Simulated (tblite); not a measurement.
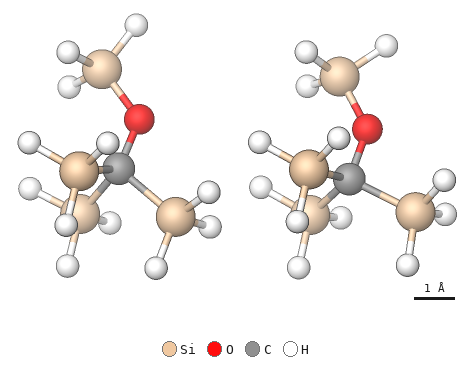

Two geometries of CH12OSi4, drawn at one scale. One is the start of a relaxation, the other its converged end. The picture is a ball-and-stick view, seen from a free direction.

Computed with tblite 0.8.0, GFN2-xTB geometry optimisation, gas phase. 

**Which one is relaxed?**

The right one is the relaxed one. The largest move after the best rigid fit is that of an H atom, 0.68 Å. Largest moves by element: H 0.68 Å, O 0.32 Å, C 0.31 Å, Si 0.21 Å. Near-neighbour distances that change, for instance: O–Si 1.677 → 1.607 Å, C–Si 1.966 → 1.917 Å, H–Si 1.500 → 1.463 Å, H–Si 1.481 → 1.466 Å. Bond angles that change, for instance: Si–C–Si 99.1° → 112.2°, O–C–Si 111.1° → 99.8°, Si–O–C 124.2° → 135.2°. Over 56 geometry steps the energy falls by 15.0 kcal/mol.
